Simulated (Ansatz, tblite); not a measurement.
**The cluster SiMo₂: removing and adding an electron**

Aim: the energy of removing and adding an electron for the cluster SiMo₂, by energy differences, and how well orbital energies stand in for it.

Method: as each input shows; program: Ansatz 0.2.0, Gaussian basis.

Levels to be run: charge +1 doublet, at the geometry of the singlet (PBE0-D4/def2-TZVP, PBE-D4/def2-TZVP, r2SCAN-D4/def2-TZVP, CCSD(T)/def2-TZVPP); charge -1 doublet, at the geometry of the singlet (PBE0-D4/def2-TZVPD, PBE-D4/def2-TZVPD, r2SCAN-D4/def2-TZVPD, CCSD(T)/def2-TZVPD); the starting singlet's energies come from earlier runs.

1 further run of the same task is left out (it didn't finish). Runs told in other sessions of the task aren't counted.

## (1) The structure

The singlet was relaxed beforehand with r2SCAN-D4/def2-TZVP. At that level it is the lowest of the isomers that a small search found.

3 atoms, charge 0, spin multiplicity 1.

Atoms are counted from 1 here; the program's logs count them from 0.

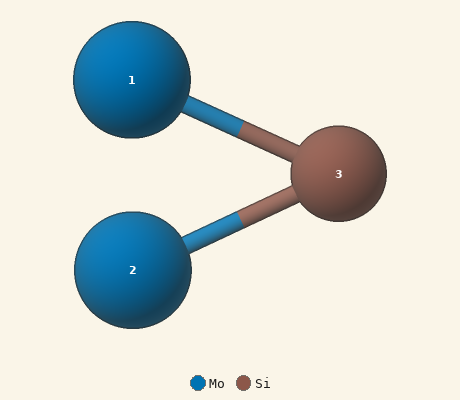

The geometry (molybdenum blue, silicon brown); atoms are numbered from 1 in the order of the file.

Mo takes a core potential in the def2 sets. No spin-orbit coupling is included.

## (2) Charge +1 doublet at the fixed geometry, PBE0-D4/def2-TZVP

in.yaml

```yaml
crystal:
  periodic: [false, false, false]
  atoms:
    - {symbol: Mo, position_ang: [0.255882, -0.368974, -1.152287]}
    - {symbol: Mo, position_ang: [-1.187664, -0.252123, 0.235109]}
    - {symbol: Si, position_ang: [0.931782, 0.621106, 0.917178]}
basis:
  gaussian: {orbitals: def2-TZVP}
total_charge: 1
magnetization: {spin_polarized: true, initial_magnetization: 1}
hamiltonian: {xc: pbe0, dispersion: d4}
output: {orbitals: {seedname: orbitals}}
```

On the command line:

```bash
$ ansatz run in.yaml --threads 4 --pin off --events-out ev --progress --plain --max-ram 3916MiB
```

The program printed, shortened:

```text
Functional definition: PBE0
  name "PBE0"
  cite "Adamo & Barone, J. Chem. Phys. 110, 6158 (1999) doi:10.1063/1.478522"
  cite "Perdew, Burke & Ernzerhof, Phys. Rev. Lett. 77, 3865 (1996) doi:10.1103/PhysRevLett.77.3865"
  parent pbe
[...]
1024 factors; their error is unknown
[...]
mean field -11575.97356269 eV, -425.4091819523 hartree, gradient 4.9e-6 eV, S^2 1.583460; 20 other end points of the search recorded, 0 dependent functions left out
reference -11575.97359519 eV, -425.4091831467 hartree; 21, 20 occupied and 96, 97 virtual orbitals, 1024 factors
Total energy: -11576.08875952 eV, -425.4134153574 hartree
```

Wall time 49 s (4 threads of Arm Neoverse V1, shared host).

From the report: HOMO -10.61 eV, LUMO -8.61 eV (over both spins); ⟨S²⟩ 1.583 (pure: 0.75); the next solution that the search met lies 0.109 eV higher. Doubts: spin contamination.

## (3) Charge +1 doublet at the fixed geometry, PBE-D4/def2-TZVP

start.molden holds the orbitals of an earlier run on this state, given as this run's starting guess.

Changes to in.yaml since step 2:

```diff
@@ -7,6 +7,7 @@
 basis:
-  gaussian: {orbitals: def2-TZVP}
+  gaussian: {orbitals: def2-TZVP, initial_orbitals: start.molden}
 total_charge: 1
 magnetization: {spin_polarized: true, initial_magnetization: 1}
-hamiltonian: {xc: pbe0, dispersion: d4}
+hamiltonian: {xc: pbe, dispersion: d4}
+scf: {omitted_lower_state_checks: [starts]}
 output: {orbitals: {seedname: orbitals}}
```

Same command.

The program printed:

```text
Functional definition: PBE
  name "PBE"
  cite "Perdew, Burke & Ernzerhof, Phys. Rev. Lett. 77, 3865 (1996) doi:10.1103/PhysRevLett.77.3865"
  parent pbe
  parameter kappa = 0.804
  parameter beta = 0.06672455060314922
  exchange = pbe_x(kappa = kappa, mu = beta*pi^2/3)
  correlation = pbe_c(beta = beta)
these checks for a lower state are left out or cut short: starts
868 factors; their error is unknown
mean field evaluation 1: about -11578.2775 eV, gradient 5.2e0 eV
mean field evaluation 2: about -11578.5128 eV, gradient 7.5e-1 eV
mean field evaluation 4: about -11578.6150 eV, gradient 1.3e-1 eV
mean field evaluation 8: about -11578.6028 eV, gradient 2.2e-4 eV
mean field -11578.60278859 eV, -425.5058042220 hartree, gradient 7.8e-6 eV, S^2 0.754973; 0 other end points of the search recorded, 0 dependent functions left out
reference -11578.60283192 eV, -425.5058058142 hartree; 21, 20 occupied and 96, 97 virtual orbitals, 868 factors
Total energy: -11578.73935065 eV, -425.5108227850 hartree
Checks for a lower state left out: starts
```

Wall time 3.9 s (4 threads of Arm Neoverse V1, shared host).

HOMO -9.97 eV, LUMO -9.49 eV (over both spins); ⟨S²⟩ 0.755 (pure: 0.75).

## (4) Charge +1 doublet at the fixed geometry, r2SCAN-D4/def2-TZVP

Changes to in.yaml since step 3:

```diff
@@ -10,3 +10,3 @@
 magnetization: {spin_polarized: true, initial_magnetization: 1}
-hamiltonian: {xc: pbe, dispersion: d4}
+hamiltonian: {xc: r2scan, dispersion: d4}
 scf: {omitted_lower_state_checks: [starts]}
```

The command is unchanged.

The program printed, shortened:

```text
Functional definition: r2SCAN
  name "r2SCAN"
  cite "Furness, Kaplan, Ning, Perdew & Sun, J. Phys. Chem. Lett. 11, 8208 (2020) doi:10.1021/acs.jpclett.0c02405"
  cite "Furness, Kaplan, Ning, Perdew & Sun, J. Phys. Chem. Lett. 11, 9248 (2020) doi:10.1021/acs.jpclett.0c03077"
  parent r2scan
[...]
868 factors; their error is unknown
[...]
mean field -11581.37679274 eV, -425.6077469940 hartree, gradient 3.6e-6 eV, S^2 1.305534; 0 other end points of the search recorded, 0 dependent functions left out
reference -11581.37681309 eV, -425.6077477421 hartree; 21, 20 occupied and 96, 97 virtual orbitals, 868 factors
Total energy: -11581.39945269 eV, -425.6085797318 hartree
Checks for a lower state left out: starts
```

Wall time 14 s (4 threads of Arm Neoverse V1, shared host).

Report: HOMO -9.99 eV, LUMO -9.28 eV (over both spins); ⟨S²⟩ 1.306 (pure: 0.75). Doubts: spin contamination.

## (5) Charge +1 doublet at the fixed geometry, CCSD(T)/def2-TZVPP

in.yaml

```yaml
crystal:
  periodic: [false, false, false]
  atoms:
    - {symbol: Mo, position_ang: [0.255882, -0.368974, -1.152287]}
    - {symbol: Mo, position_ang: [-1.187664, -0.252123, 0.235109]}
    - {symbol: Si, position_ang: [0.931782, 0.621106, 0.917178]}
basis:
  gaussian: {orbitals: def2-TZVPP, initial_orbitals: start.molden}
total_charge: 1
magnetization: {spin_polarized: true, initial_magnetization: 1}
correlation: {method: ccsd_t}
scf: {omitted_lower_state_checks: [starts, cluster_reference]}
output: {orbitals: {seedname: orbitals}}
```

The command is unchanged.

The program printed, shortened:

```text
Functional definition: HF
  name "HF"
  cite "Fock, Z. Phys. 61, 126 (1930) doi:10.1007/BF01340294"
  parent pbe
[...]
1014 factors; integrals over basis functions are off by at most 6.8e-4 eV
[...]
mean field -11528.86567699 eV, -423.6779990835 hartree, gradient 6.2e-6 eV, S^2 4.425678; 0 other end points of the search recorded, 0 dependent functions left out
5 core orbitals not correlated: weight in the atoms' cores, before any rotation towards them, 1.000 or more for the frozen orbitals, at most 0.000 for the correlated occupied ones
reference -11528.86567699 eV, -423.6779990835 hartree; 16, 15 occupied and 133, 134 virtual orbitals, 1014 factors
second order -26.71962314 eV of doubles, -0.00000000 eV of singles
cycle   1  -24.44735688 eV  change     2.3e0 eV  update   3.0e-1
[...]
cycle  34  -27.72609922 eV  change   -1.4e-5 eV  update   7.4e-6
perturbative correction -2.12364096 eV, -0.0780423659 hartree
WARN: the results are in doubt because among natural orbitals full CI differs from the method by -0.116 eV
Total energy: -11558.71541717 eV, -424.7749568022 hartree
In doubt: among natural orbitals full CI differs from the method by -0.116 eV
Checks for a lower state left out: starts, cluster_reference
```

It took 3.6 min on 4 threads of Arm Neoverse V1, shared host; peak memory 3.3 GiB.

From the report: Hartree-Fock HOMO -12.07 eV, LUMO -4.70 eV (over both spins); ⟨S²⟩ 4.426 (pure: 0.75); T1 0.129. Doubts: state flagged by the program, large T1 diagnostic, spin contamination.

## (6) Vertical ionisation energy

Charged state less starting state, singlet to doublet; the starting state's energies are those of its earlier runs.

```tsv
level	vertical ionisation energy (eV)	time
HF/def2-TZVPP†	+1.67	
PBE-D4/def2-TZVP	+7.13	5.1 s
r2SCAN-D4/def2-TZVP†	+6.98	16 s
PBE0-D4/def2-TZVP†	+6.83	51 s
MP2/def2-TZVPP†	+17.00	
CCSD/def2-TZVPP†	+6.84	
CCSD(T)/def2-TZVPP†	+7.79	4.8 min
```

Times add the two runs; a level without a time comes out of a correlated run. † marks a level with a doubtful state (flagged, unstable, out of aufbau order, or strongly spin-contaminated); such levels are left out of the summary. CCSD(T)/def2-TZVPP is no safe reference here (large T1 diagnostic, spin contamination, state flagged by the program).

Beside −ε(HOMO) of the starting state:

```tsv
level	−ε(HOMO) (eV)	by difference (eV)	mismatch (eV)
PBE-D4/def2-TZVP	4.79	7.13	-2.34
```

## (7) Charge -1 doublet at the fixed geometry, PBE0-D4/def2-TZVPD

in.yaml

```yaml
crystal:
  periodic: [false, false, false]
  atoms:
    - {symbol: Mo, position_ang: [0.255882, -0.368974, -1.152287]}
    - {symbol: Mo, position_ang: [-1.187664, -0.252123, 0.235109]}
    - {symbol: Si, position_ang: [0.931782, 0.621106, 0.917178]}
basis:
  gaussian: {orbitals: def2-TZVPD}
total_charge: -1
magnetization: {spin_polarized: true, initial_magnetization: 1}
hamiltonian: {xc: pbe0, dispersion: d4}
output: {orbitals: {seedname: orbitals}}
```

Launched as before.

The program printed, shortened:

```text
Functional definition: PBE0
  name "PBE0"
  cite "Adamo & Barone, J. Chem. Phys. 110, 6158 (1999) doi:10.1063/1.478522"
  cite "Perdew, Burke & Ernzerhof, Phys. Rev. Lett. 77, 3865 (1996) doi:10.1103/PhysRevLett.77.3865"
  parent pbe
[...]
1052 factors; their error is unknown
[...]
mean field -11583.95508283 eV, -425.7024974072 hartree, gradient 1.9e-5 eV, S^2 1.817773; 23 other end points of the search recorded, 0 dependent functions left out
reference -11583.95510609 eV, -425.7024982620 hartree; 22, 21 occupied and 101, 102 virtual orbitals, 1052 factors
Total energy: -11584.08773993 eV, -425.7073724658 hartree
```

Run time: 52 s. Hardware: 4 threads of Arm Neoverse V1, shared host.

Report: HOMO 0.34 eV, LUMO 2.09 eV (over both spins); ⟨S²⟩ 1.818 (pure: 0.75); the next solution that the search met lies 0.163 eV higher. Doubts: spin contamination, highest occupied level lies above zero.

## (8) Charge -1 doublet at the fixed geometry, PBE-D4/def2-TZVPD

Changes to in.yaml since step 7:

```diff
@@ -7,6 +7,7 @@
 basis:
-  gaussian: {orbitals: def2-TZVPD}
+  gaussian: {orbitals: def2-TZVPD, initial_orbitals: start.molden}
 total_charge: -1
 magnetization: {spin_polarized: true, initial_magnetization: 1}
-hamiltonian: {xc: pbe0, dispersion: d4}
+hamiltonian: {xc: pbe, dispersion: d4}
+scf: {omitted_lower_state_checks: [starts]}
 output: {orbitals: {seedname: orbitals}}
```

Launched as before.

The program printed:

```text
Functional definition: PBE
  name "PBE"
  cite "Perdew, Burke & Ernzerhof, Phys. Rev. Lett. 77, 3865 (1996) doi:10.1103/PhysRevLett.77.3865"
  parent pbe
  parameter kappa = 0.804
  parameter beta = 0.06672455060314922
  exchange = pbe_x(kappa = kappa, mu = beta*pi^2/3)
  correlation = pbe_c(beta = beta)
these checks for a lower state are left out or cut short: starts
891 factors; their error is unknown
mean field evaluation 1: about -11586.2926 eV, gradient 5.2e0 eV
mean field evaluation 2: about -11586.5332 eV, gradient 6.3e-1 eV
mean field evaluation 4: about -11586.5751 eV, gradient 1.8e-1 eV
mean field evaluation 8: about -11586.5794 eV, gradient 1.3e-3 eV
mean field evaluation 16: about -11586.5794 eV, gradient 4.8e-6 eV
mean field -11586.57942546 eV, -425.7989402202 hartree, gradient 3.3e-6 eV, S^2 0.943473; 0 other end points of the search recorded, 0 dependent functions left out
reference -11586.57945531 eV, -425.7989413171 hartree; 22, 21 occupied and 101, 102 virtual orbitals, 891 factors
Total energy: -11586.73668528 eV, -425.8047194117 hartree
Checks for a lower state left out: starts
```

It took 6 s on 4 threads of Arm Neoverse V1, shared host.

HOMO 1.22 eV, LUMO 1.35 eV (over both spins); ⟨S²⟩ 0.943 (pure: 0.75). Doubts: spin contamination, highest occupied level lies above zero.

## (9) Charge -1 doublet at the fixed geometry, r2SCAN-D4/def2-TZVPD

Changes to in.yaml since step 8:

```diff
@@ -10,3 +10,3 @@
 magnetization: {spin_polarized: true, initial_magnetization: 1}
-hamiltonian: {xc: pbe, dispersion: d4}
+hamiltonian: {xc: r2scan, dispersion: d4}
 scf: {omitted_lower_state_checks: [starts]}
```

Same command.

The program printed:

```text
Functional definition: r2SCAN
  name "r2SCAN"
  cite "Furness, Kaplan, Ning, Perdew & Sun, J. Phys. Chem. Lett. 11, 8208 (2020) doi:10.1021/acs.jpclett.0c02405"
  cite "Furness, Kaplan, Ning, Perdew & Sun, J. Phys. Chem. Lett. 11, 9248 (2020) doi:10.1021/acs.jpclett.0c03077"
  parent r2scan
  parameter k0 = 0.174
  parameter k1 = 0.065
  parameter a1 = 4.9479
  exchange = r2scan_x(k0 = k0, k1 = k1, a1 = a1)
  correlation = r2scan_c
these checks for a lower state are left out or cut short: starts
891 factors; their error is unknown
mean field evaluation 1: about -11589.4225 eV, gradient 3.9e0 eV
mean field evaluation 2: about -11589.4919 eV, gradient 1.8e-1 eV
mean field evaluation 4: about -11589.4848 eV, gradient 6.8e-2 eV
mean field evaluation 8: about -11589.4849 eV, gradient 2.5e-5 eV
mean field -11589.48487427 eV, -425.9057134943 hartree, gradient 2.0e-5 eV, S^2 1.621041; 0 other end points of the search recorded, 0 dependent functions left out
reference -11589.48490101 eV, -425.9057144772 hartree; 22, 21 occupied and 101, 102 virtual orbitals, 891 factors
Total energy: -11589.51098271 eV, -425.9066729618 hartree
Checks for a lower state left out: starts
```

Run time: 7 s. Hardware: 4 threads of Arm Neoverse V1, shared host.

HOMO 0.88 eV, LUMO 1.52 eV (over both spins); ⟨S²⟩ 1.621 (pure: 0.75). Doubts: spin contamination, highest occupied level lies above zero.

## (10) Charge -1 doublet at the fixed geometry, CCSD(T)/def2-TZVPD

Changes to in.yaml since step 9:

```diff
@@ -10,4 +10,4 @@
 magnetization: {spin_polarized: true, initial_magnetization: 1}
-hamiltonian: {xc: r2scan, dispersion: d4}
-scf: {omitted_lower_state_checks: [starts]}
+correlation: {method: ccsd_t}
+scf: {omitted_lower_state_checks: [starts, cluster_reference]}
 output: {orbitals: {seedname: orbitals}}
```

Launched as before.

The program printed, shortened:

```text
Functional definition: HF
  name "HF"
  cite "Fock, Z. Phys. 61, 126 (1930) doi:10.1007/BF01340294"
  parent pbe
[...]
970 factors; integrals over basis functions are off by at most 9.2e-4 eV
[...]
mean field -11535.05180421 eV, -423.9053350658 hartree, gradient 5.4e-6 eV, S^2 4.640400; 0 other end points of the search recorded, 0 dependent functions left out
5 core orbitals not correlated: weight in the atoms' cores, before any rotation towards them, 1.000 or more for the frozen orbitals, at most 0.000 for the correlated occupied ones
reference -11535.05180421 eV, -423.9053350658 hartree; 17, 16 occupied and 101, 102 virtual orbitals, 970 factors
second order -23.80246608 eV of doubles, -0.00000000 eV of singles
cycle   1  -21.20435884 eV  change     2.6e0 eV  update   3.3e-1
[...]
cycle  24  -24.39907036 eV  change    6.9e-6 eV  update   6.0e-6
perturbative correction -1.84206457 eV, -0.0676946242 hartree
Total energy: -11561.29293914 eV, -424.8696789876 hartree
Checks for a lower state left out: starts, cluster_reference
```

Run time: 31 s. Hardware: 4 threads of Arm Neoverse V1, shared host; peak memory 1.2 GiB.

Hartree-Fock HOMO -2.11 eV, LUMO 4.05 eV (over both spins); ⟨S²⟩ 4.640 (pure: 0.75); T1 0.103. Doubts: large T1 diagnostic, spin contamination.

## (11) Vertical electron affinity

Starting state less charged state (positive: the electron is bound), singlet to doublet; the starting state's energies are those of its earlier runs.

```tsv
level	vertical electron affinity (eV)	time
HF/def2-TZVPD†	+4.73	
PBE-D4/def2-TZVPD	+0.86	7.4 s
r2SCAN-D4/def2-TZVPD†	+1.12	9.8 s
PBE0-D4/def2-TZVPD†	+1.16	54 s
MP2/def2-TZVPD†	-8.42	
CCSD/def2-TZVPD†	+0.98	
CCSD(T)/def2-TZVPD†	+0.27	65 s
```

Times add the two runs; a level without a time comes out of a correlated run. † marks a level with a doubtful state (flagged, unstable, out of aufbau order, or strongly spin-contaminated); such levels are left out of the summary. CCSD(T)/def2-TZVPD is no safe reference here (large T1 diagnostic, spin contamination).

Beside −ε(LUMO) of the starting state:

```tsv
level	−ε(LUMO) (eV)	by difference (eV)	mismatch (eV)
PBE-D4/def2-TZVPD	3.26	0.86	+2.40
```

## (12) Summary of results

```
                                             quantity             value
 vertical ionisation energy, functionals in def2-TZVP  7.13 eV (PBE-D4)
vertical electron affinity, functionals in def2-TZVPD  0.86 eV (PBE-D4)
```

In words: The vertical ionisation energy is 7.13 eV at PBE-D4/def2-TZVP. The vertical electron affinity is 0.86 eV at PBE-D4/def2-TZVPD. The anion's highest level lies above zero where self-interaction lifts it, so diffuse functions weigh on these values. The charged states' spins were chosen beforehand and needn't be their lowest.

The anion's highest level is positive in at least one run, so there the basis alone may hold the extra electron.
